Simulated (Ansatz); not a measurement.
# UB3LYP/6-31G(d) (Cartesian functions) run of CH3F2Si (SMILES C[Si](F)F)

Aim: the energy change on altering one bond length of CH3F2Si at UB3LYP/6-31G* (Cartesian functions), from 2 runs. 

The results are computed with Ansatz 0.2.0.

34 further runs of the same task are left out: 34 set aside as unsound or not needed.

### Step 1. The molecule

CH3F2Si: 7 atoms, total charge 0, spin state doublet. SMILES: `C[Si](F)F`. The coordinates come from a PBE0-D4/def2-TZVP relaxation.

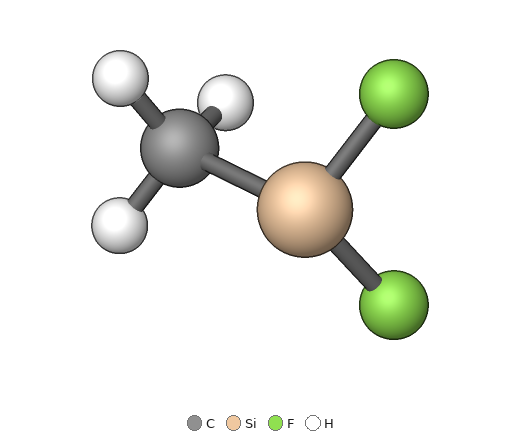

Viewed from a chosen angle; carbon grey, silicon light orange, fluorine green, hydrogen white.

### Step 2. A single-point energy at UB3LYP/6-31G(d) (Cartesian functions)

File in.yaml:

```yaml
crystal:
  periodic: [false, false, false]
  atoms:
    - symbol: C
      position_ang: [-0.274200, 0.729000, -0.218000]
    - symbol: Si
      position_ang: [0.785100, -0.790400, -0.045500]
    - symbol: F
      position_ang: [1.077400, -1.037600, 1.505800]
    - symbol: F
      position_ang: [-0.050900, -2.056800, -0.546000]
    - symbol: H
      position_ang: [-0.539200, 0.893800, -1.263500]
    - symbol: H
      position_ang: [0.252700, 1.607700, 0.157300]
    - symbol: H
      position_ang: [-1.189800, 0.586300, 0.364200]
basis:
  gaussian:
    orbitals: "6-31G*"
magnetization:
  spin_polarized: true
  initial_magnetization: 1
hamiltonian:
  xc: {name: B3LYP}
output: {orbitals: {seedname: orbitals}}
accuracy: high
```

The run is started by

```
$ ansatz run in.yaml --threads 1 --pin off --max-ram 3480MiB --events-out events.jsonl --progress --plain --runs-dir runs
```

The log of the run:

```text
Warning: RAYON_NUM_THREADS=1 ignored (pool sized by the plan → 1); use --threads N
Functional definition: B3LYP
  name "B3LYP"
  parameter a0 = 0.2
  parameter ax = 0.72
  parameter ac = 0.81
  exchange = (1 - a0 - ax)*slater_x + ax*b88_x + a0*exact_x
  correlation = (1 - ac)*vwn_rpa_c + ac*lyp_c
1504 factors; integrals over basis functions are off by at most 3.8e-9 eV
mean field evaluation 1: about -14393.2011 eV, gradient 4.0e1 eV
mean field evaluation 2: about -14388.5894 eV, gradient 5.3e1 eV
mean field evaluation 4: about -14399.2120 eV, gradient 2.0e0 eV
mean field evaluation 8: about -14399.3261 eV, gradient 6.6e-2 eV
mean field evaluation 16: about -14399.3261 eV, gradient 3.0e-5 eV
mean field -14399.32613686 eV, -529.1654753160 hartree, gradient 5.0e-8 eV, S^2 0.751251; 0 other end points of the search recorded, 0 dependent functions left out
reference -14399.32617076 eV, -529.1654765618 hartree; 21, 20 occupied and 49, 50 virtual orbitals, 1504 factors
Total energy: -14399.32617076 eV, -529.1654765618 hartree
```

It took 8.1 s on 1 thread of Arm Neoverse V2, shared host; peak memory 0.29 GiB.

### Step 3. The distorted shape at the same level

File in.yaml:

```yaml
crystal:
  periodic: [false, false, false]
  atoms:
    - {symbol: C, position_ang: [-0.433116, 0.956941, -0.243878]}
    - {symbol: Si, position_ang: [0.785100, -0.790400, -0.045500]}
    - {symbol: F, position_ang: [1.077400, -1.037600, 1.505800]}
    - {symbol: F, position_ang: [-0.050900, -2.056800, -0.546000]}
    - {symbol: H, position_ang: [-0.698116, 1.121741, -1.289378]}
    - {symbol: H, position_ang: [0.093784, 1.835641, 0.131422]}
    - {symbol: H, position_ang: [-1.348716, 0.814241, 0.338322]}
basis:
  gaussian: {orbitals: "6-31G*"}
output: {orbitals: {seedname: orbitals}}
accuracy: high
magnetization: {spin_polarized: true, initial_magnetization: 1}
hamiltonian: {xc: {name: B3LYP}}
```

The run is started by

```
$ ansatz run in.yaml --threads 1 --pin off --max-ram 3480MiB --events-out events.jsonl --progress --plain --runs-dir runs
```

The log of the run, cut to the lines that bear on the results:

```text
Warning: RAYON_NUM_THREADS=1 ignored (pool sized by the plan → 1); use --threads N
[... 7 set-up lines as earlier in the session ...]
1494 factors; integrals over basis functions are off by at most 3.3e-9 eV
mean field evaluation 1: about -14392.6310 eV, gradient 4.0e1 eV
mean field evaluation 2: about -14386.0996 eV, gradient 5.6e1 eV
mean field evaluation 4: about -14398.8634 eV, gradient 2.5e0 eV
mean field evaluation 8: about -14398.9860 eV, gradient 8.1e-2 eV
mean field evaluation 16: about -14398.9861 eV, gradient 5.8e-5 eV
mean field -14398.98610570 eV, -529.1529794011 hartree, gradient 5.4e-8 eV, S^2 0.753331; 0 other end points of the search recorded, 0 dependent functions left out
reference -14398.98614036 eV, -529.1529806747 hartree; 21, 20 occupied and 49, 50 virtual orbitals, 1494 factors
Total energy: -14398.98614036 eV, -529.1529806747 hartree
```

It took 7.8 s on 1 thread of Arm Neoverse V2, shared host; peak memory 0.29 GiB.

### Step 4. What came out

At UB3LYP/6-31G* (Cartesian functions):

| quantity | value |
| --- | --- |
| first shape: total energy | -529.16548 Eh |
| first shape: HOMO energy (highest over α and β) | -5.95 eV |
| first shape: LUMO energy (lowest over α and β) | -2.67 eV |
| first shape: ⟨S²⟩ | 0.751 |
| distorted shape: total energy | -529.15298 Eh |
| distorted shape: HOMO energy (highest over α and β) | -6.07 eV |
| distorted shape: LUMO energy (lowest over α and β) | -2.99 eV |
| distorted shape: ⟨S²⟩ | 0.753 |
| energy change with the C1–Si2 bond stretched from 1.860 to 2.139 Å | 0.340 eV |

**Reading.** With the C1–Si2 bond stretched from 1.860 to 2.139 Å the energy rises by 0.34 eV (32.8 kJ/mol). The first shape isn't relaxed at this level, so the change isn't measured from a minimum.
